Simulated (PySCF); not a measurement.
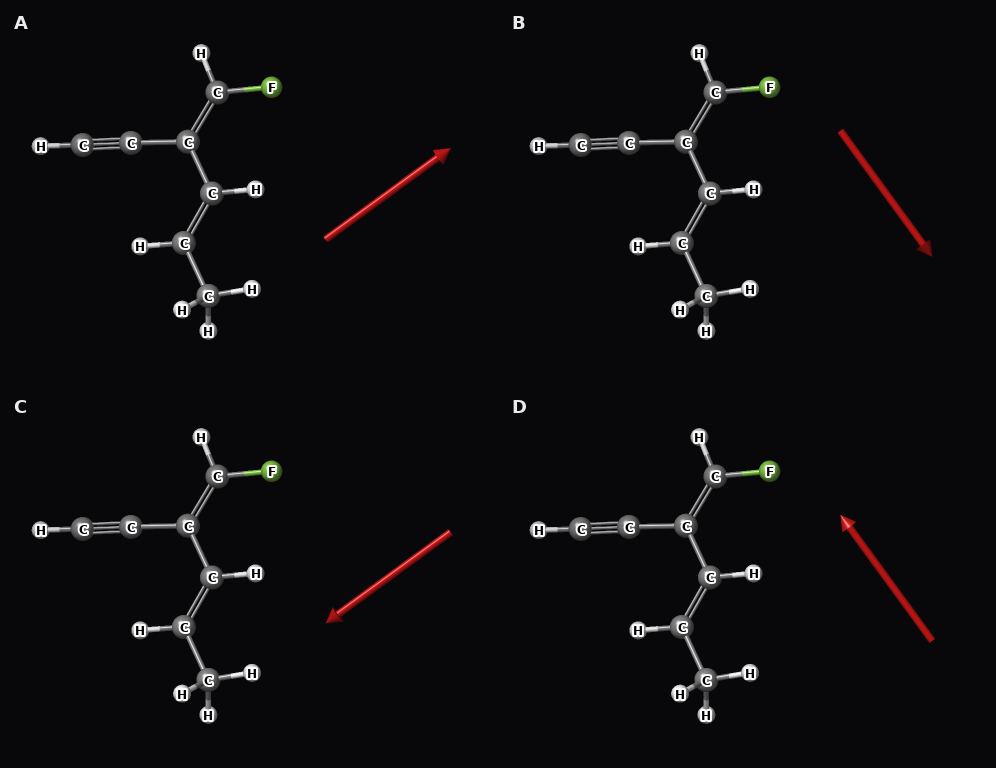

The same molecule four times, each with an arrow. The geometry was computed by an optimisation with GFN2-xTB. No frequency run is at hand to confirm it as a minimum. Method: PBE0/pcSseg-1, gas phase (PySCF 2.14.0).

> Which arrow points along the dipole moment, from the negative to the positive end?

C. The dipole moment is 1.16 D.
